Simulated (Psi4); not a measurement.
**AlH3Cl− (SMILES [H][Al-]([H])([H])[Cl]) at 6 levels**

We compute a comparison of 6 runs (HF/def2-SVP, UHF/3ZaPa-NR, TPSS/6-31G*, PBE/cc-pVDZ, revB3LYP/aug-cc-pVTZ, CCSD(T)/cc-pVDZ) of AlH3Cl−. 

The calculation is run with Psi4 1.11.

5 further runs of the same task are left out: 1 that didn't finish, 4 set aside as unsound or not needed.

## (1) The system as given

The species is AlH3Cl− (5 atoms), meant as a singlet with charge -1. As SMILES, `[H][Al-]([H])([H])[Cl]`. Geometry: a GFN2-xTB relaxation, a rough one for these elements and not checked as a minimum.

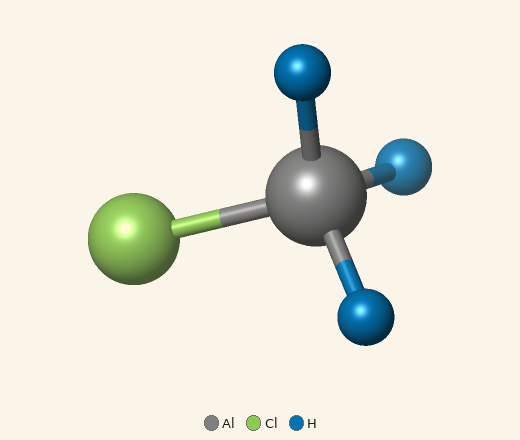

The structure, seen from a chosen angle (aluminium grey, chlorine green, hydrogen blue).

## (2) The energy at HF/def2-SVP (run 1)

The input, run.py:

```python
import psi4

psi4.set_memory('1600 MB')
psi4.set_num_threads(1)
psi4.set_output_file('run.log', False)

geom = psi4.geometry("""
-1 1
Al    -0.002450     0.000420    -0.134210
Cl     0.013850    -0.018360     1.961810
H      1.532100     0.011680    -0.616990
H     -0.775390     1.334390    -0.590440
H     -0.768110    -1.328130    -0.620160
symmetry c1
""")

psi4.set_options({
    'basis': 'def2-SVP',
    'puream': True,
    'e_convergence': 1e-09,
    'd_convergence': 1e-08,
    'scf_type': 'pk',
})

E, wfn = psi4.energy('hf', molecule=geom, return_wfn=True)
psi4.oeprop(wfn, 'WIBERG_LOWDIN_INDICES', 'MULLIKEN_CHARGES', 'MAYER_INDICES')
print('E =', round(E, 9))
```

The run is started by

```
$ python run.py
```

run.log:

```text
[...]
  Running in c1 symmetry.
[...]
  Nuclear repulsion =   78.229455153542773
[...]
  Multiplicity = 1
[...]
  Nalpha       = 17
  Nbeta        = 17
[...]
    Number of basis functions: 51
[...]
   @RHF iter   1:  -703.00855596078839   -6.45941e-01   3.25896e-03 ADIIS/DIIS
[...]
   @RHF iter   9:  -703.02932841565485   -6.93490e-12   6.58219e-09 DIIS
[...]
    Orbital Energies [Eh]
    ---------------------
    Doubly Occupied:
       1A   -104.551715     2A    -58.218357     3A    -10.317189
       4A     -7.791650     5A     -7.789889     6A     -7.789888
       7A     -4.653718     8A     -2.973222     9A     -2.970977
      10A     -2.970971    11A     -0.857573    12A     -0.377234
      13A     -0.268880    14A     -0.268855    15A     -0.267693
      16A     -0.195467    17A     -0.195074
[...]
  @RHF Final Energy:  -703.02932841565485
   => Energetics <=
    Nuclear Repulsion Energy =             78.2294551535427729
    One-Electron Energy =               -1137.6008614563843366
    Two-Electron Energy =                 356.3420778871866332
    Total Energy =                       -703.0293284156548452
[...]
 Multipole Moments:
 ------------------------------------------------------------------------------------
     Multipole            Electronic (a.u.)      Nuclear  (a.u.)        Total (a.u.)
 ------------------------------------------------------------------------------------
 L = 1.  Multiply by 2.5417464519 to convert [e a0] to [Debye]
 Dipole X            :          0.0305601           -0.0271630            0.0033971
 Dipole Y            :         -0.0571078            0.0423776           -0.0147302
 Dipole Z            :          5.6021057           -4.3269246            1.2751811
 Magnitude           :                                                    1.2752707
[...]
  Mulliken Charges: (a.u.)
   Center  Symbol    Alpha    Beta     Spin     Total
       1    AL     6.12791  6.12791  0.00000  0.74418
       2    CL     8.76870  8.76870  0.00000 -0.53740
       3     H     0.70117  0.70117  0.00000 -0.40233
       4     H     0.70110  0.70110  0.00000 -0.40219
       5     H     0.70113  0.70113  0.00000 -0.40226
   Total alpha = 17.00000, Total beta = 17.00000, Total charge = -1.00000
  Mayer Bond Indices:
[...]
```

The script printed:

```text
E = -703.029328416
```

Run time: 1.2 s. Hardware: 1 thread of INTEL XEON PLATINUM 8581C at 2.30GHz (Emerald Rapids), shared host; peak memory 0.2 GiB.

## (3) Energy and one-electron properties at UHF/3ZaPa-NR (density fitting) (run 2)

The input, input.json:

```json
{
 "schema_name": "qcschema_input",
 "schema_version": 1,
 "molecule": {
  "schema_name": "qcschema_molecule",
  "schema_version": 2,
  "symbols": ["Al", "Cl", "H", "H", "H"],
  "geometry": [-0.00462983, 0.00079368, -0.25362014, 0.02617271, -0.03469537, 3.70728361, 2.8952494, 0.022072, -1.16594212, -1.46527474, 2.52163164, -1.11576989, -1.45151753, -2.50980196, -1.17193255],
  "molecular_charge": -1,
  "molecular_multiplicity": 1
 },
 "driver": "energy",
 "model": {
  "method": "scf",
  "basis": "3ZaPa-NR"
 },
 "keywords": {
  "reference": "uhf",
  "scf_type": "df",
  "df_scf_guess": false,
  "scf_properties": ["ESP_AT_NUCLEI", "QUADRUPOLE", "DIPOLE", "WIBERG_LOWDIN_INDICES", "NO_OCCUPATIONS"]
 }
}
```

The run is started by

```
$ psi4 --qcschema input.json -n 1 --memory 1600MB
```

stdout:

```text
[...]
  Running in c1 symmetry.
[...]
  Nuclear repulsion =   78.229455211211572
[...]
  Multiplicity = 1
[...]
  Nalpha       = 17
  Nbeta        = 17
[...]
    Number of basis functions: 150
[...]
   @DF-UHF iter   1:  -703.25689105778781   -6.52856e-01   1.52803e-03 ADIIS/DIIS
[...]
   @DF-UHF iter   7:  -703.29277621643155   -5.19557e-08   4.04282e-07 DIIS
[...]
   @S^2 Observed:                1.421085472E-14
[...]
    Orbital Energies [Eh]
    ---------------------
    Alpha Occupied:
       1A   -104.608362     2A    -58.241391     3A    -10.338628
       4A     -7.805453     5A     -7.804765     6A     -7.804765
       7A     -4.657466     8A     -2.973732     9A     -2.971756
      10A     -2.971751    11A     -0.875980    12A     -0.388385
      13A     -0.282449    14A     -0.282427    15A     -0.279258
      16A     -0.204348    17A     -0.203966
    Alpha Virtual:
      18A      0.116656    19A      0.116677    20A      0.121351
      21A      0.160140    22A      0.191771    23A      0.191779
      24A      0.198431    25A      0.258777    26A      0.261471
[...]
  @DF-UHF Final Energy:  -703.29277621643155
   => Energetics <=
    Nuclear Repulsion Energy =             78.2294552112115724
    One-Electron Energy =               -1137.6546117225848320
    Two-Electron Energy =                 356.1323802949416404
    Total Energy =                       -703.2927762164315482
  UHF NO Occupations:
  HONO-2 :   15  A 2.0000000
  HONO-1 :   16  A 2.0000000
[...]
 Multipole Moments:
 ------------------------------------------------------------------------------------
     Multipole            Electronic (a.u.)      Nuclear  (a.u.)        Total (a.u.)
 ------------------------------------------------------------------------------------
 L = 1.  Multiply by 2.5417464519 to convert [e a0] to [Debye]
 Dipole X            :          0.0308022           -0.0271630            0.0036392
 Dipole Y            :         -0.0560138            0.0423776           -0.0136362
 Dipole Z            :          5.5413634           -4.3269246            1.2144387
 Magnitude           :                                                    1.2145207
 L = 2.  Multiply by 1.3450342976 to convert [e a0^2] to [Debye ang]
 Quadrupole XX       :        -40.1367580           12.6443510          -27.4924070
 Quadrupole XY       :         -0.0044130            0.0025275           -0.0018855
[...]
```

The result, in JSON:

```text
{
 "driver": "energy",
 "model": {
  "method": "scf",
  "basis": "3ZaPa-NR"
 },
 "success": true,
 "return_result": -703.2927762164315,
 "properties": {
  "calcinfo_nbasis": 150,
  "calcinfo_nmo": 150,
  "calcinfo_nalpha": 17,
  "calcinfo_nbeta": 17,
  "calcinfo_natom": 5,
  "nuclear_repulsion_energy": 78.22945521121157,
  "return_energy": -703.2927762164315,
  "scf_one_electron_energy": -1137.6546117225848,
  "scf_two_electron_energy": 356.13238029494164,
  "scf_dipole_moment": [0.0036392454753400028, -0.013636179570573267, 1.2144387397948844],
  "scf_total_energy": -703.2927762164315,
  "scf_iterations": 7
 }
}
```

It took 2.5 s on 1 thread of INTEL XEON PLATINUM 8581C at 2.30GHz (Emerald Rapids), shared host; peak memory 0.34 GiB.

Runs 3 to 5 aren't shown in full; the table further down has their settings and results.

## (4) A single-point energy at CCSD(T)/cc-pVDZ (run 6)

The input, input.json:

```json
{
 "schema_name": "qcschema_input",
 "schema_version": 1,
 "molecule": {
  "schema_name": "qcschema_molecule",
  "schema_version": 2,
  "symbols": ["Al", "Cl", "H", "H", "H"],
  "geometry": [-0.00462983, 0.00079368, -0.25362014, 0.02617271, -0.03469537, 3.70728361, 2.8952494, 0.022072, -1.16594212, -1.46527474, 2.52163164, -1.11576989, -1.45151753, -2.50980196, -1.17193255],
  "molecular_charge": -1,
  "molecular_multiplicity": 1,
  "fix_symmetry": "c1"
 },
 "driver": "energy",
 "model": {
  "method": "ccsd(t)",
  "basis": "cc-pVDZ"
 },
 "keywords": {
  "puream": true,
  "e_convergence": 1e-09,
  "d_convergence": 1e-08,
  "scf_type": "pk",
  "num_frozen_docc": 10
 }
}
```

The run is started by

```
$ psi4 --qcschema input.json -n 1 --memory 1600MB
```

stdout:

```text
[...]
  Running in c1 symmetry.
[...]
  Nuclear repulsion =   78.229455211211572
[...]
  Multiplicity = 1
[...]
  Nalpha       = 17
  Nbeta        = 17
[...]
    Number of basis functions: 51
[...]
   @RHF iter   1:  -703.22744666992742   -6.31205e-01   3.34190e-03 DIIS/ADIIS
[...]
   @RHF iter   9:  -703.25117946882324   -6.02540e-12   5.83360e-09 DIIS
[...]
    Orbital Energies [Eh]
    ---------------------
    Doubly Occupied:
       1A   -104.595879     2A    -58.250653     3A    -10.325842
       4A     -7.792825     5A     -7.790897     6A     -7.790895
       7A     -4.666546     8A     -2.982502     9A     -2.979991
      10A     -2.979987    11A     -0.866615    12A     -0.384300
      13A     -0.273239    14A     -0.273216    15A     -0.270623
      16A     -0.196139    17A     -0.195750
[...]
  @RHF Final Energy:  -703.25117946882324
   => Energetics <=
    Nuclear Repulsion Energy =             78.2294552112115724
    One-Electron Energy =               -1137.7294743069662672
    Two-Electron Energy =                 356.2488396269313284
    Total Energy =                       -703.2511794688232385
[...]
 Multipole Moments:
 ------------------------------------------------------------------------------------
     Multipole            Electronic (a.u.)      Nuclear  (a.u.)        Total (a.u.)
 ------------------------------------------------------------------------------------
 L = 1.  Multiply by 2.5417464519 to convert [e a0] to [Debye]
 Dipole X            :          0.0302810           -0.0271630            0.0031181
 Dipole Y            :         -0.0558594            0.0423776           -0.0134818
 Dipole Z            :          5.4976104           -4.3269246            1.1706858
 Magnitude           :                                                    1.1707676
[...]
      * MP2 total energy                      = -703.477177258701886
[...]
      * CCSD total energy                     = -703.511798166299627
[...]
      * CCSD(T) total energy                  = -703.515694696032597
[...]
```

The result, in JSON:

```text
{
 "driver": "energy",
 "model": {
  "method": "ccsd(t)",
  "basis": "cc-pVDZ"
 },
 "success": true,
 "return_result": -703.5156946960326,
 "properties": {
  "calcinfo_nbasis": 51,
  "calcinfo_nmo": 51,
  "calcinfo_nalpha": 17,
  "calcinfo_nbeta": 17,
  "calcinfo_natom": 5,
  "nuclear_repulsion_energy": 78.22945521121157,
  "return_energy": -703.5156946960326,
  "scf_one_electron_energy": -1137.7294743069663,
  "scf_two_electron_energy": 356.24883962693133,
  "scf_dipole_moment": [0.0031180775417216505, -0.013481757228579042, 1.1706858057500318],
  "scf_total_energy": -703.2511794688232,
  "scf_iterations": 9,
  "mp2_same_spin_correlation_energy": -0.046326410119253925,
  "mp2_opposite_spin_correlation_energy": -0.17967137975920094,
  "mp2_singles_energy": -5.565275037605526e-29,
  "mp2_doubles_energy": -0.22599778987845487,
  "mp2_correlation_energy": -0.22599778987845487,
  "mp2_total_energy": -703.4771772587019,
  "ccsd_same_spin_correlation_energy": -0.04547533335776968,
  "ccsd_opposite_spin_correlation_energy": -0.21514336411842302,
  "ccsd_singles_energy": 0.0,
  "ccsd_doubles_energy": -0.2606186974761927,
  "ccsd_correlation_energy": -0.2606186974761927,
  "ccsd_total_energy": -703.5117981662996,
  "ccsd_iterations": 15,
  "ccsd_prt_pr_correlation_energy": -0.26451522720912,
  "ccsd_prt_pr_total_energy": -703.5156946960326
 }
}
```

It took 5.4 s on 1 thread of INTEL XEON PLATINUM 8581C at 2.30GHz (Emerald Rapids), shared host; peak memory 0.28 GiB.

## (5) The series

```
run                                   level        task  integrals  energy (Eh)  HOMO energy (eV)  LUMO energy (eV)  HOMO–LUMO gap (eV)  wall time
  1                             HF/def2-SVP      energy         pk  -703.029328             -5.31              8.93               14.24      1.2 s
  2          UHF/3ZaPa-NR (density fitting)  properties         df  -703.292776             -5.55              3.17                8.72      2.5 s
  3       TPSS/6-31G* (spherical functions)    gradient         pk  -704.542447             -1.19              5.08                6.28       11 s
  4                             PBE/cc-pVDZ    gradient         pk  -704.184338             -0.87              5.10                5.97       11 s
  5  revB3LYP/aug-cc-pVTZ (density fitting)      energy         df  -704.371193             -2.26              2.83                5.09      6.3 s
  6                         CCSD(T)/cc-pVDZ      energy         pk  -703.515695             -5.33              8.29               13.62      5.4 s
```

## (6) Results

```
                                                    quantity          value
                                         run 6: total energy  -703.51569 Eh
                  run 6: HOMO energy (Hartree–Fock orbitals)       -5.33 eV
                  run 6: LUMO energy (Hartree–Fock orbitals)        8.29 eV
run 6: HOMO–LUMO gap (to an unbound level, set by the basis)       13.62 eV
         run 6: correlation energy (10 core orbitals frozen)     -264.5 mEh
                                       run 6: (T) correction      -3.90 mEh
                                        run 6: T1 diagnostic          0.007
```

In words: Over runs 1, 2, 3, 4, 5 the HOMO–LUMO gap runs from 5.09 eV (revB3LYP/aug-cc-pVTZ) to 14.24 eV (HF/def2-SVP). The two ends differ in method and basis. The empty levels of an anion lie above zero and hang on the basis. Totals of different functionals can't be ranked against each other. All runs together took 37 s, the longest 11 s.
